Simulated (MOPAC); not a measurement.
**Run report: CH4F2Si, geometry relaxation (part 4 of 4)**

CH4F2Si, SMILES FC(F)[SiH3]; PM6-DH+, closed shell, dispersion DH+, COSMO solvent methanol (MOPAC 23.2.5). The geometry comes from this level: GFN2-xTB.

Geometry of the input (Å):
```
F  0.9094  -0.7926  1.4581
C  0.8687  0.0095  0.3563
F  1.7249  -0.5494  -0.5460
Si -0.9273  0.0756  -0.3683
H  1.3074  0.9734  0.6512
H  -1.7508  0.6649  0.6835
H  -1.2988  -1.2998  -0.6773
H  -0.8334  0.9185  -1.5574
```

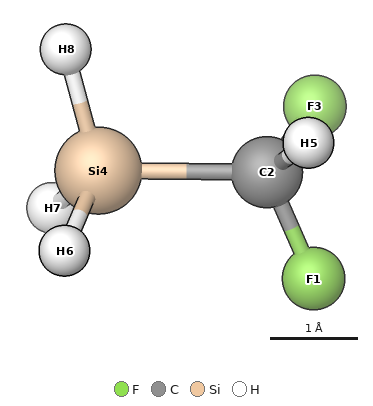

Figure 1. The geometry at step 31 of the log (ball-and-stick view, seen at a tilt; atoms are numbered from 1 in the order of the input).

Trajectory as extended XYZ, continued:
```
8
Properties=species:S:1:pos:R:3:forces:R:3 step=17 energy=-4.53608
F     0.9668   -0.7936    1.4432    0.0137   0.0052   0.0026
C     0.8494    0.0113    0.3432   -0.0109   0.0004   0.0013
F     1.7589   -0.5772   -0.4919   -0.0121  -0.0008   0.0002
Si   -0.9507    0.0747   -0.3775    0.0029   0.0120  -0.0035
H     1.2757    1.0142    0.6283    0.0003   0.0000   0.0053
H    -1.7813    0.6743    0.6906    0.0119  -0.0102   0.0017
H    -1.4087   -1.2815   -0.7456   -0.0028   0.0048  -0.0029
H    -0.8679    0.9732   -1.5502   -0.0029  -0.0113  -0.0047
8
Properties=species:S:1:pos:R:3:forces:R:3 step=18 energy=-4.53616
F     0.9672   -0.7935    1.4435    0.0104   0.0029  -0.0002
C     0.8492    0.0113    0.3435   -0.0035   0.0018   0.0039
F     1.7583   -0.5772   -0.4921   -0.0136   0.0018   0.0031
Si   -0.9506    0.0749   -0.3778    0.0026   0.0037   0.0004
H     1.2760    1.0139    0.6295   -0.0014  -0.0012  -0.0001
H    -1.7810    0.6739    0.6907    0.0099  -0.0080   0.0014
H    -1.4084   -1.2814   -0.7459   -0.0022   0.0063  -0.0019
H    -0.8681    0.9725   -1.5509   -0.0022  -0.0073  -0.0066
8
Properties=species:S:1:pos:R:3:forces:R:3 step=19 energy=-4.53622
F     0.9683   -0.7936    1.4442    0.0047  -0.0004  -0.0051
C     0.8488    0.0114    0.3445    0.0037   0.0034   0.0034
F     1.7566   -0.5771   -0.4927   -0.0104   0.0031   0.0069
Si   -0.9503    0.0754   -0.3785    0.0034  -0.0043   0.0062
H     1.2767    1.0133    0.6317   -0.0034   0.0002  -0.0070
H    -1.7798    0.6727    0.6914    0.0060  -0.0025  -0.0017
H    -1.4077   -1.2809   -0.7467   -0.0031   0.0027  -0.0013
H    -0.8684    0.9706   -1.5535   -0.0008  -0.0022  -0.0015
8
Properties=species:S:1:pos:R:3:forces:R:3 step=20 energy=-4.53623
F     0.9690   -0.7934    1.4445    0.0023   0.0005  -0.0034
C     0.8485    0.0112    0.3446    0.0059   0.0023   0.0031
F     1.7564   -0.5772   -0.4924   -0.0075   0.0021   0.0026
Si   -0.9503    0.0753   -0.3788    0.0020  -0.0068   0.0051
H     1.2759    1.0135    0.6312   -0.0031   0.0005  -0.0056
H    -1.7788    0.6720    0.6920    0.0026  -0.0004  -0.0004
H    -1.4090   -1.2802   -0.7482   -0.0014   0.0029  -0.0001
H    -0.8681    0.9710   -1.5533   -0.0008  -0.0010  -0.0012
8
Properties=species:S:1:pos:R:3:forces:R:3 step=21 energy=-4.53627
F     0.9697   -0.7930    1.4449    0.0021   0.0025   0.0010
C     0.8482    0.0109    0.3448   -0.0008   0.0006  -0.0028
F     1.7562   -0.5773   -0.4921    0.0008  -0.0023  -0.0045
Si   -0.9502    0.0750   -0.3790    0.0004  -0.0009   0.0023
H     1.2743    1.0141    0.6295    0.0001   0.0022   0.0009
H    -1.7770    0.6709    0.6931   -0.0018   0.0013   0.0004
H    -1.4114   -1.2788   -0.7508    0.0004  -0.0017   0.0009
H    -0.8673    0.9718   -1.5529   -0.0012  -0.0017   0.0017
8
Properties=species:S:1:pos:R:3:forces:R:3 step=22 energy=-4.53625
F     0.9694   -0.7931    1.4447    0.0027   0.0024   0.0002
C     0.8483    0.0110    0.3447    0.0007   0.0007  -0.0011
F     1.7562   -0.5773   -0.4922   -0.0013  -0.0007  -0.0027
Si   -0.9502    0.0751   -0.3789   -0.0003  -0.0025   0.0025
H     1.2748    1.0140    0.6299   -0.0005   0.0010  -0.0006
H    -1.7777    0.6713    0.6927   -0.0003   0.0006   0.0006
H    -1.4106   -1.2793   -0.7500    0.0000  -0.0004   0.0009
H    -0.8675    0.9715   -1.5529   -0.0009  -0.0012   0.0003
8
Properties=species:S:1:pos:R:3:forces:R:3 step=23 energy=-4.53625
F     0.9694   -0.7931    1.4447    0.0028   0.0026  -0.0001
C     0.8483    0.0111    0.3448    0.0006   0.0006  -0.0009
F     1.7561   -0.5773   -0.4922   -0.0013  -0.0005  -0.0023
Si   -0.9501    0.0751   -0.3789   -0.0008  -0.0022   0.0025
H     1.2749    1.0140    0.6300   -0.0005   0.0007  -0.0009
H    -1.7777    0.6714    0.6926    0.0000   0.0003   0.0005
H    -1.4105   -1.2793   -0.7499   -0.0001  -0.0005   0.0010
H    -0.8676    0.9714   -1.5530   -0.0007  -0.0011   0.0002
8
Properties=species:S:1:pos:R:3:forces:R:3 step=24 energy=-4.53625
F     0.9693   -0.7932    1.4447    0.0032   0.0028  -0.0001
C     0.8484    0.0111    0.3448    0.0001   0.0004  -0.0011
F     1.7561   -0.5773   -0.4923   -0.0009  -0.0002  -0.0019
Si   -0.9501    0.0751   -0.3788   -0.0016  -0.0018   0.0023
H     1.2749    1.0141    0.6301   -0.0002   0.0002  -0.0009
H    -1.7777    0.6715    0.6925    0.0001   0.0000   0.0005
H    -1.4104   -1.2793   -0.7500   -0.0001  -0.0006   0.0013
H    -0.8676    0.9713   -1.5530   -0.0005  -0.0008  -0.0001
8
Properties=species:S:1:pos:R:3:forces:R:3 step=25 energy=-4.53625
F     0.9694   -0.7931    1.4447    0.0030   0.0027  -0.0002
C     0.8483    0.0111    0.3448    0.0002   0.0005  -0.0010
F     1.7561   -0.5773   -0.4922   -0.0010  -0.0004  -0.0020
Si   -0.9501    0.0751   -0.3789   -0.0012  -0.0019   0.0024
H     1.2748    1.0141    0.6300   -0.0002   0.0004  -0.0009
H    -1.7777    0.6714    0.6926    0.0000   0.0002   0.0005
H    -1.4105   -1.2793   -0.7500   -0.0001  -0.0006   0.0012
H    -0.8676    0.9714   -1.5530   -0.0006  -0.0009   0.0001
8
Properties=species:S:1:pos:R:3:forces:R:3 step=26 energy=-4.53625
F     0.9694   -0.7931    1.4448    0.0030   0.0027  -0.0001
C     0.8483    0.0110    0.3448    0.0001   0.0006  -0.0011
F     1.7561   -0.5773   -0.4922   -0.0010  -0.0002  -0.0019
Si   -0.9501    0.0750   -0.3788   -0.0015  -0.0019   0.0023
H     1.2747    1.0141    0.6300    0.0000   0.0001  -0.0009
H    -1.7777    0.6715    0.6926    0.0000   0.0000   0.0005
H    -1.4106   -1.2793   -0.7501   -0.0001  -0.0006   0.0013
H    -0.8675    0.9714   -1.5529   -0.0007  -0.0008  -0.0001
8
Properties=species:S:1:pos:R:3:forces:R:3 step=27 energy=-4.53625
F     0.9694   -0.7932    1.4447    0.0031   0.0029   0.0001
C     0.8484    0.0111    0.3449   -0.0001   0.0004  -0.0012
F     1.7559   -0.5773   -0.4923   -0.0008   0.0003  -0.0017
Si   -0.9501    0.0751   -0.3788   -0.0016  -0.0021   0.0021
H     1.2748    1.0141    0.6302    0.0004   0.0001  -0.0009
H    -1.7779    0.6717    0.6923    0.0002  -0.0002   0.0005
H    -1.4101   -1.2794   -0.7498   -0.0007  -0.0007   0.0014
H    -0.8674    0.9711   -1.5531   -0.0006  -0.0006  -0.0002
8
Properties=species:S:1:pos:R:3:forces:R:3 step=28 energy=-4.53627
F     0.9697   -0.7928    1.4450    0.0015   0.0021  -0.0013
C     0.8482    0.0107    0.3446    0.0020   0.0016   0.0001
F     1.7565   -0.5774   -0.4920   -0.0017  -0.0024  -0.0035
Si   -0.9504    0.0750   -0.3791    0.0006  -0.0017   0.0028
H     1.2743    1.0139    0.6295   -0.0017   0.0019  -0.0007
H    -1.7772    0.6709    0.6932   -0.0009   0.0010   0.0005
H    -1.4119   -1.2789   -0.7507    0.0012  -0.0001   0.0006
H    -0.8675    0.9722   -1.5526   -0.0010  -0.0025   0.0015
8
Properties=species:S:1:pos:R:3:forces:R:3 step=29 energy=-4.53625
F     0.9695   -0.7932    1.4448    0.0028   0.0027  -0.0002
C     0.8483    0.0110    0.3448    0.0002   0.0007  -0.0010
F     1.7560   -0.5773   -0.4923   -0.0010  -0.0001  -0.0020
Si   -0.9501    0.0751   -0.3789   -0.0013  -0.0020   0.0023
H     1.2747    1.0141    0.6301    0.0003   0.0003  -0.0008
H    -1.7778    0.6716    0.6924    0.0000   0.0000   0.0004
H    -1.4104   -1.2793   -0.7500   -0.0003  -0.0007   0.0013
H    -0.8674    0.9713   -1.5530   -0.0007  -0.0010  -0.0001
8
Properties=species:S:1:pos:R:3:forces:R:3 step=30 energy=-4.53625
F     0.9695   -0.7933    1.4447    0.0028   0.0028  -0.0001
C     0.8483    0.0111    0.3449    0.0002   0.0005  -0.0011
F     1.7559   -0.5772   -0.4923   -0.0008   0.0000  -0.0018
Si   -0.9501    0.0751   -0.3788   -0.0013  -0.0022   0.0021
H     1.2748    1.0140    0.6302    0.0002   0.0004  -0.0009
H    -1.7780    0.6718    0.6922    0.0002  -0.0001   0.0006
H    -1.4101   -1.2795   -0.7497   -0.0008  -0.0006   0.0012
H    -0.8674    0.9711   -1.5532   -0.0006  -0.0009   0.0000
8
Properties=species:S:1:pos:R:3:forces:R:3 step=31 energy=-4.53625
F     0.9695   -0.7932    1.4448    0.0028   0.0028  -0.0001
C     0.8483    0.0111    0.3449    0.0003   0.0006  -0.0011
F     1.7560   -0.5773   -0.4923   -0.0009  -0.0001  -0.0019
Si   -0.9501    0.0751   -0.3789   -0.0012  -0.0021   0.0022
H     1.2747    1.0140    0.6301    0.0001   0.0004  -0.0009
H    -1.7778    0.6717    0.6924    0.0001   0.0000   0.0006
H    -1.4103   -1.2794   -0.7499   -0.0005  -0.0006   0.0012
H    -0.8674    0.9713   -1.5531   -0.0006  -0.0009   0.0001
8
Properties=species:S:1:pos:R:3:forces:R:3 step=32 energy=-4.53625
F     0.9695   -0.7931    1.4448    0.0028   0.0027  -0.0002
C     0.8483    0.0109    0.3448    0.0002   0.0007  -0.0010
F     1.7561   -0.5773   -0.4922   -0.0010  -0.0003  -0.0021
Si   -0.9502    0.0750   -0.3789   -0.0014  -0.0018   0.0024
H     1.2744    1.0141    0.6299    0.0002   0.0002  -0.0008
H    -1.7776    0.6715    0.6926    0.0000   0.0000   0.0004
H    -1.4109   -1.2791   -0.7503    0.0001  -0.0006   0.0012
H    -0.8673    0.9715   -1.5529   -0.0008  -0.0010   0.0000
8
Properties=species:S:1:pos:R:3:forces:R:3 step=33 energy=-4.53625
F     0.9694   -0.7934    1.4447    0.0027   0.0028   0.0000
C     0.8484    0.0112    0.3450    0.0004   0.0004  -0.0012
F     1.7558   -0.5772   -0.4924   -0.0007   0.0002  -0.0018
Si   -0.9501    0.0752   -0.3788   -0.0010  -0.0024   0.0020
H     1.2751    1.0140    0.6305    0.0001   0.0006  -0.0010
H    -1.7781    0.6720    0.6920    0.0003  -0.0001   0.0007
H    -1.4096   -1.2796   -0.7494   -0.0013  -0.0006   0.0012
H    -0.8675    0.9709   -1.5534   -0.0004  -0.0009   0.0001
8
Properties=species:S:1:pos:R:3:forces:R:3 step=34 energy=-4.53627
F     0.9698   -0.7924    1.4452    0.0029   0.0023  -0.0009
C     0.8481    0.0104    0.3443   -0.0002   0.0018  -0.0003
F     1.7569   -0.5775   -0.4918   -0.0017  -0.0017  -0.0028
Si   -0.9504    0.0747   -0.3790   -0.0023  -0.0004   0.0031
H     1.2729    1.0144    0.6285    0.0007  -0.0007  -0.0001
H    -1.7765    0.6703    0.6940   -0.0009   0.0005  -0.0003
H    -1.4138   -1.2780   -0.7523    0.0033  -0.0005   0.0016
H    -0.8668    0.9730   -1.5516   -0.0018  -0.0014  -0.0002
8
Properties=species:S:1:pos:R:3:forces:R:3 step=35 energy=-4.53625
F     0.9695   -0.7932    1.4448    0.0027   0.0028  -0.0001
C     0.8483    0.0111    0.3449    0.0002   0.0007  -0.0011
F     1.7560   -0.5773   -0.4923   -0.0009  -0.0001  -0.0019
Si   -0.9501    0.0751   -0.3789   -0.0013  -0.0020   0.0023
H     1.2747    1.0140    0.6301    0.0003   0.0003  -0.0008
H    -1.7779    0.6717    0.6923    0.0000   0.0000   0.0005
H    -1.4103   -1.2794   -0.7499   -0.0004  -0.0007   0.0013
H    -0.8674    0.9712   -1.5531   -0.0007  -0.0010  -0.0001
8
Properties=species:S:1:pos:R:3:forces:R:3 step=36 energy=-4.53625
F     0.9695   -0.7933    1.4447    0.0028   0.0028  -0.0001
C     0.8483    0.0111    0.3449    0.0003   0.0006  -0.0010
F     1.7559   -0.5772   -0.4923   -0.0008  -0.0001  -0.0019
Si   -0.9501    0.0751   -0.3788   -0.0012  -0.0022   0.0022
H     1.2748    1.0140    0.6302    0.0001   0.0004  -0.0010
H    -1.7779    0.6718    0.6922    0.0002   0.0000   0.0006
H    -1.4102   -1.2794   -0.7497   -0.0007  -0.0006   0.0012
H    -0.8674    0.9711   -1.5532   -0.0006  -0.0009   0.0000
8
Properties=species:S:1:pos:R:3:forces:R:3 step=37 energy=-4.53625
F     0.9695   -0.7932    1.4447    0.0027   0.0027  -0.0002
C     0.8483    0.0111    0.3449    0.0004   0.0007  -0.0009
F     1.7560   -0.5772   -0.4923   -0.0009  -0.0002  -0.0020
Si   -0.9501    0.0751   -0.3788   -0.0013  -0.0021   0.0022
H     1.2747    1.0140    0.6302    0.0001   0.0004  -0.0009
H    -1.7779    0.6717    0.6923    0.0001   0.0000   0.0005
H    -1.4103   -1.2794   -0.7498   -0.0005  -0.0006   0.0012
H    -0.8674    0.9712   -1.5531   -0.0007  -0.0010   0.0000
8
Properties=species:S:1:pos:R:3:forces:R:3 step=38 energy=-4.53625
F     0.9695   -0.7932    1.4448    0.0028   0.0028  -0.0001
C     0.8483    0.0111    0.3449    0.0001   0.0005  -0.0013
F     1.7560   -0.5772   -0.4923   -0.0008  -0.0001  -0.0019
Si   -0.9501    0.0751   -0.3789   -0.0013  -0.0019   0.0023
H     1.2747    1.0141    0.6301    0.0002   0.0003  -0.0008
H    -1.7778    0.6717    0.6923    0.0001   0.0000   0.0005
H    -1.4104   -1.2793   -0.7499   -0.0004  -0.0006   0.0012
H    -0.8673    0.9712   -1.5531   -0.0007  -0.0009   0.0000
8
Properties=species:S:1:pos:R:3:forces:R:3 step=39 energy=-4.53625
F     0.9695   -0.7932    1.4448    0.0027   0.0027  -0.0001
C     0.8483    0.0110    0.3449    0.0004   0.0007  -0.0009
F     1.7560   -0.5772   -0.4923   -0.0010  -0.0003  -0.0020
Si   -0.9501    0.0751   -0.3789   -0.0013  -0.0020   0.0023
H     1.2746    1.0141    0.6301    0.0002   0.0003  -0.0008
H    -1.7778    0.6717    0.6924    0.0001   0.0001   0.0005
H    -1.4106   -1.2793   -0.7499   -0.0002  -0.0006   0.0012
H    -0.8672    0.9712   -1.5531   -0.0009  -0.0010   0.0000
8
Properties=species:S:1:pos:R:3:forces:R:3 step=40 energy=-4.53625
F     0.9695   -0.7933    1.4447    0.0028   0.0027  -0.0002
C     0.8483    0.0111    0.3449    0.0003   0.0005  -0.0010
F     1.7559   -0.5772   -0.4923   -0.0007  -0.0001  -0.0018
Si   -0.9501    0.0751   -0.3788   -0.0012  -0.0020   0.0022
H     1.2749    1.0140    0.6303    0.0000   0.0005  -0.0010
H    -1.7780    0.6718    0.6922    0.0002  -0.0001   0.0005
H    -1.4100   -1.2795   -0.7496   -0.0008  -0.0007   0.0012
H    -0.8674    0.9711   -1.5532   -0.0006  -0.0009   0.0001
8
Properties=species:S:1:pos:R:3:forces:R:3 step=41 energy=-4.53627
F     0.9699   -0.7929    1.4449    0.0027   0.0028   0.0003
C     0.8481    0.0106    0.3446   -0.0002   0.0008  -0.0012
F     1.7566   -0.5772   -0.4920   -0.0015  -0.0009  -0.0030
Si   -0.9504    0.0748   -0.3789   -0.0015  -0.0021   0.0025
H     1.2733    1.0144    0.6291    0.0004  -0.0009   0.0002
H    -1.7772    0.6712    0.6930   -0.0005   0.0010   0.0003
H    -1.4133   -1.2785   -0.7510    0.0028   0.0000   0.0015
H    -0.8662    0.9719   -1.5524   -0.0022  -0.0009  -0.0007
8
Properties=species:S:1:pos:R:3:forces:R:3 step=42 energy=-4.53625
F     0.9695   -0.7932    1.4448    0.0027   0.0027  -0.0001
C     0.8483    0.0110    0.3449    0.0002   0.0006  -0.0010
F     1.7560   -0.5772   -0.4923   -0.0009  -0.0002  -0.0019
Si   -0.9501    0.0751   -0.3789   -0.0013  -0.0019   0.0023
H     1.2746    1.0141    0.6302    0.0002   0.0003  -0.0009
H    -1.7779    0.6718    0.6923    0.0001   0.0000   0.0005
H    -1.4105   -1.2793   -0.7498   -0.0002  -0.0006   0.0012
H    -0.8672    0.9712   -1.5531   -0.0009  -0.0010   0.0000
8
Properties=species:S:1:pos:R:3:forces:R:3 step=43 energy=-4.53625
F     0.9695   -0.7933    1.4447    0.0028   0.0028  -0.0001
C     0.8483    0.0111    0.3449    0.0003   0.0005  -0.0010
F     1.7560   -0.5772   -0.4923   -0.0008  -0.0002  -0.0019
Si   -0.9501    0.0751   -0.3788   -0.0013  -0.0021   0.0022
H     1.2747    1.0140    0.6302    0.0000   0.0004  -0.0009
H    -1.7779    0.6718    0.6922    0.0002   0.0000   0.0006
H    -1.4104   -1.2794   -0.7497   -0.0004  -0.0005   0.0011
H    -0.8672    0.9711   -1.5532   -0.0008  -0.0009   0.0000
8
Properties=species:S:1:pos:R:3:forces:R:3 step=44 energy=-4.53625
F     0.9695   -0.7933    1.4447    0.0027   0.0027  -0.0002
C     0.8483    0.0110    0.3449    0.0004   0.0007  -0.0009
F     1.7560   -0.5772   -0.4923   -0.0009  -0.0003  -0.0020
Si   -0.9501    0.0751   -0.3789   -0.0013  -0.0020   0.0022
H     1.2746    1.0140    0.6302    0.0000   0.0004  -0.0009
H    -1.7779    0.6718    0.6923    0.0002   0.0000   0.0005
H    -1.4105   -1.2793   -0.7498   -0.0003  -0.0006   0.0012
H    -0.8672    0.9711   -1.5531   -0.0009  -0.0009   0.0000
8
Properties=species:S:1:pos:R:3:forces:R:3 step=45 energy=-4.53625
F     0.9695   -0.7933    1.4447    0.0028   0.0028  -0.0001
C     0.8483    0.0110    0.3449    0.0001   0.0005  -0.0012
F     1.7560   -0.5772   -0.4923   -0.0008  -0.0002  -0.0019
Si   -0.9501    0.0751   -0.3788   -0.0013  -0.0019   0.0023
H     1.2746    1.0141    0.6302    0.0001   0.0003  -0.0009
H    -1.7779    0.6718    0.6923    0.0002   0.0000   0.0005
H    -1.4106   -1.2793   -0.7498   -0.0003  -0.0006   0.0012
H    -0.8672    0.9711   -1.5532   -0.0009  -0.0009   0.0000
```

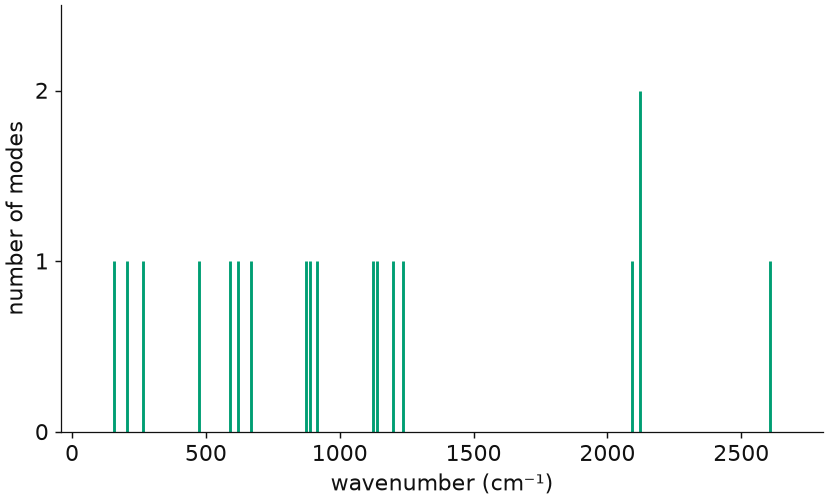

Figure 2. Harmonic vibrational wavenumbers from the force constants; neighbouring modes closer than 11 cm⁻¹ are counted in one stick. 18 modes from 157 to 2609 cm⁻¹, none imaginary.

Summary:

- outcome: converged
- heat of formation: −104.69 kcal/mol
- basis functions: 25
- HOMO: −11.16 eV
- LUMO: 0.04 eV
- zero-point energy: 0.043965 hartree
- wavenumbers, lowest and highest: 157 and 2609 cm⁻¹
- hardware: 1 thread of Arm Neoverse N1, 98 GiB of memory available, shared host
- wall time: 0.55 s
- peak memory: 0.12 GiB

Notes:

Notes on the run: HEAT OF FORMATION IS ESSENTIALLY STATIONARY. MOPAC's energies along a path are heats of formation.
